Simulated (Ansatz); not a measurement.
TiSiH₄OClF₃: several calculations on one system

## 1. Relaxation

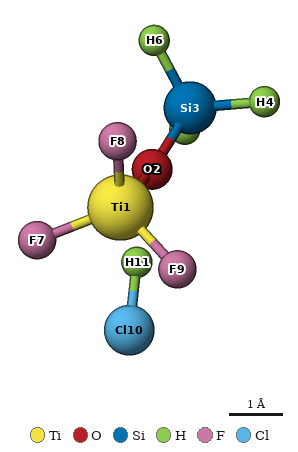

Starting structure of TiSiH4OClF3. Style: ball-and-stick. Shown from a free direction.

The run prepares an end point of a later path (reaction) calculation, from a guessed geometry.

Theory: Ansatz 0.2.0, RHF/def2-SVP.

The input:
```yaml
crystal:
  periodic: [false, false, false]
  atoms:
    - { symbol: Ti, position_ang: [-0.143933, 0.074043, -0.013261] }
    - { symbol: O, position_ang: [-0.500973, -0.351142, 1.750012] }
    - { symbol: Si, position_ang: [-1.406361, -0.314702, 3.146134] }
    - { symbol: H, position_ang: [-2.694526, -0.996774, 2.908882] }
    - { symbol: H, position_ang: [-0.64987, -1.023545, 4.199178] }
    - { symbol: H, position_ang: [-1.642864, 1.085585, 3.549104] }
    - { symbol: F, position_ang: [1.481203, 0.593397, -0.223525] }
    - { symbol: F, position_ang: [-1.164535, 1.389303, -0.443069] }
    - { symbol: F, position_ang: [-0.53732, -1.22373, -1.069756] }
    - { symbol: Cl, position_ang: [1.86871, -2.588339, 1.255856] }
    - { symbol: H, position_ang: [1.108569, -1.842995, 2.039045] }
basis:
  gaussian: { orbitals: def2-SVP }
hamiltonian:
  xc: hf
relax:
  f_tol: 0.03
  max_steps: 50
output:
  orbitals: {}
```

Run as
```bash
ansatz run input.yaml --threads 4 --pin off --max-ram 5120MiB --backend cpu --events-out ev --progress --plain --runs-dir out
```

What does the optimiser find from here?

Answer. The largest moves after the best rigid fit, 1.21 Å, are those of F7, F8 and F9. By element the largest moves are F 1.21 Å, H 1.18 Å, Cl 1.10 Å, O 0.58 Å, Ti 0.25 Å, Si 0.10 Å. Among the contacts that change: Ti1–Cl10 3.571 → 4.262 Å, Ti1–O2 1.849 → 1.729 Å, Cl10–H11 1.322 → 1.276 Å, Ti1–F7 1.719 → 1.750 Å. Bond angles that change, for instance: Ti1–O2–Si3 154.2° → 176.5°, F8–Ti1–F9 106.7° → 109.5°, O2–Ti1–F8 107.4° → 110.2°. After 39 accepted moves (48 points after the start) the energy has fallen by 34.1 kJ/mol. Largest force component: 2.1 eV/Å at the start, 0.028 eV/Å at the end. The line search rejected the trial steps at points 7, 12, 17, 21, 25, 27, 36, 37 and more of the run. The forces were under the threshold at step 28, but the run went on from there.

Final geometry:

```xyz
11

Ti   -0.3253    0.2381   -0.0376
O    -0.9431   -0.0238    1.5555
Si   -1.4838   -0.3623    3.1080
H    -1.9025   -1.7734    3.1625
H    -0.3889   -0.0940    4.0554
H    -2.6306    0.5233    3.3859
F     1.2181   -0.5729   -0.1875
F    -0.1049    1.9309   -0.3227
F    -1.4160   -0.4094   -1.2147
Cl    1.7305   -2.6389    2.3413
H     1.9646   -2.0166    1.2525
```

After the run, drawn alike:

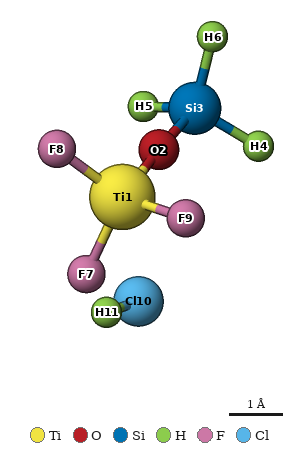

Limits of the set-up: the start holds two separate molecules, 2.2 Å apart at their closest, whose relative position is a soft coordinate and is computed without a dispersion correction; Hartree-Fock leaves out electron correlation.

## 2. Relaxation

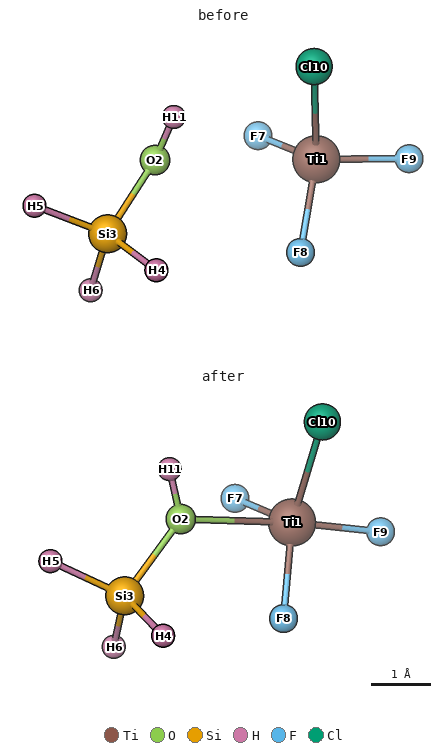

The structure of TiSiH₄OClF₃ before (top) and after (bottom) a relaxation, at one scale.

Style: ball-and-stick. Shown from a free direction.

The run prepares an end point of a later path (reaction) calculation, from a guessed geometry.

The calculation used RHF/def2-SVP (Ansatz). Settings: no spin polarisation; force threshold 0.03 eV/Å; at most 50 steps.

Question: Describe what moved and what it gained.

Answer: The largest move after the best rigid fit is that of F9, 0.55 Å. Largest moves by element: F 0.55 Å, Ti 0.51 Å, H 0.48 Å, O 0.45 Å, Si 0.34 Å, Cl 0.18 Å. Some distances before and after: Ti1–O2 3.107 → 2.234 Å, Ti1–Si3 4.358 → 3.552 Å, Ti1–H11 3.209 → 2.749 Å, Ti1–Cl10 2.327 → 2.251 Å. New bonds form, among them: Ti1–O2 (3.11 → 2.23 Å). Among the angles between lasting bonds that change: F8–Ti1–Cl10 113.7° → 123.6°, F8–Ti1–F9 105.5° → 97.5°, F9–Ti1–Cl10 105.8° → 98.0°. Groups turn about O2–Si3 by about 40°. The energy falls by 48.0 kJ/mol in 9 geometry steps. The largest force component goes from 1.1 to 0.011 eV/Å. Cost: 16 s on 4 threads of Intel(R) Xeon(R) 6975P-C (Granite Rapids) (shared host), peak memory 0.47 GiB.

Limits of the set-up: the start holds two separate molecules, 2.6 Å apart at their closest, whose relative position is a soft coordinate and is computed without a dispersion correction; Hartree-Fock leaves out electron correlation.

## 3. Path

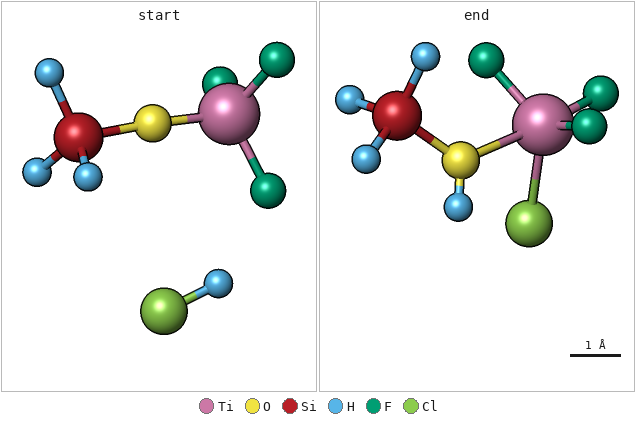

The two relaxed end points of a path for TiSiH4OClF3. A ball-and-stick model, seen at a tilt.

Level of theory: Ansatz 0.2.0, RHF/def2-SVP.

Set-up: 7 movable images; climbing image; force threshold 0.05 eV/Å; iteration limit 60.

Start:
```xyz
11

Ti   -0.2703    0.2220   -0.0415
O    -0.9373   -0.0172    1.5353
Si   -1.5270   -0.3342    3.0744
H    -1.9644   -1.7396    3.1296
H    -0.4568   -0.0702    4.0508
H    -2.6704    0.5678    3.3106
F     1.2666   -0.6089   -0.1389
F    -0.0210    1.9093   -0.3356
F    -1.3344   -0.4234   -1.2439
Cl    1.6799   -2.6567    2.4226
H     1.9531   -2.0477    1.3354
```

End:
```xyz
11

Ti    0.1075   -0.5106   -0.0701
O     0.0304   -0.6850    2.1559
Si   -1.2267   -0.1983    3.2069
H    -2.3523   -1.1358    3.0902
H    -0.6482   -0.2555    4.5633
H    -1.6000    1.1712    2.8379
F     1.1102    0.8591    0.2211
F    -1.5931   -0.2794    0.2602
F     0.0144   -0.4413   -1.7840
Cl    1.1515   -2.4967    0.1062
H     0.7244   -1.2267    2.5110
```

**Predict the minimum-energy path and its barrier.**

Forward barrier 23.6 kcal/mol, backward barrier 25.1 kcal/mol, with image 4 at the top; the reaction energy is −1.5 kcal/mol. Breaking: Cl10–H11 (1.28 → 1.50 at the top → 2.75 Å). Forming: O2–H11 (3.54 → 1.25 at the top → 0.95 Å), Ti1–Cl10 (4.26 → 2.70 at the top → 2.25 Å). The band converged in 30 iterations, with a climbing image at the top. At the top, the vibrational analysis gives one imaginary mode (1390i cm⁻¹), as a transition state must have.

Energies of the converged images:

```tsv
image	path (Å)	E (kcal/mol)
0	0.00	0.0
1	1.50	0.3
2	3.00	1.4
3	4.49	3.8
4	5.99	23.6
5	6.81	4.1
6	7.62	1.8
7	8.43	-0.3
8	9.24	-1.5
```

The geometry at the top of the path:

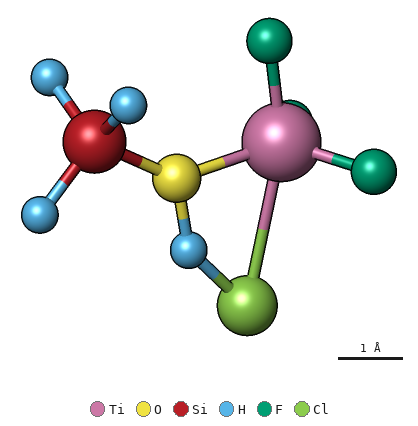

Limits of the set-up: Hartree-Fock leaves out electron correlation.
